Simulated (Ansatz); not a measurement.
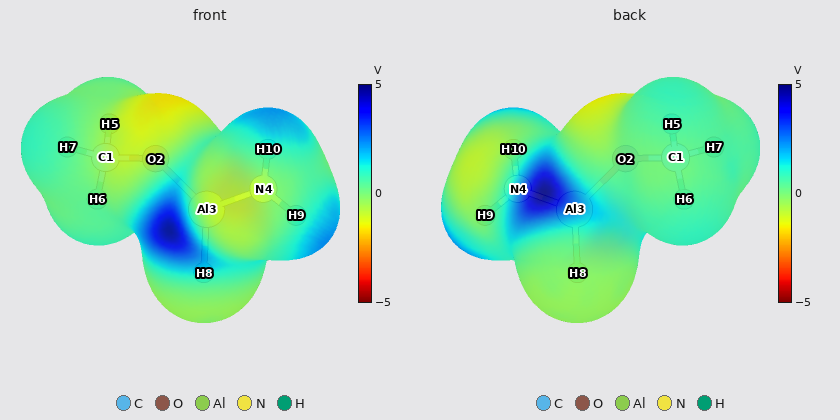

The picture shows: CH6AlNO (SMILES C[O][AlH][NH2]). The electrostatic potential painted on the density surface at 0.004 e/bohr³, seen from the front and from behind; the colour scale runs from red (negative) to blue (positive).

Geometry: PBE0-D4/def2-TZVP.

Computed with Ansatz, RKS PBE0-D4/def2-TZVPP.

```xyz
10

C    -1.5999    0.2451   -1.1071
O    -0.2990    0.2974   -0.6074
Al    0.4796   -0.3453    0.7444
N     2.1921    0.0152    0.9373
H    -1.6056   -0.2036   -2.1066
H    -2.2753   -0.3427   -0.4714
H    -2.0147    1.2556   -1.1921
H    -0.2929   -1.2332    1.7975
H     2.7567   -0.3129    1.7031
H     2.7421    0.5734    0.3053
```

> Describe the electrostatic potential map.

The most negative region (about −1.6 V) lies over O2, the most positive (about +4.5 V) over Al3. O2 is the likeliest acceptor of a hydrogen bond.
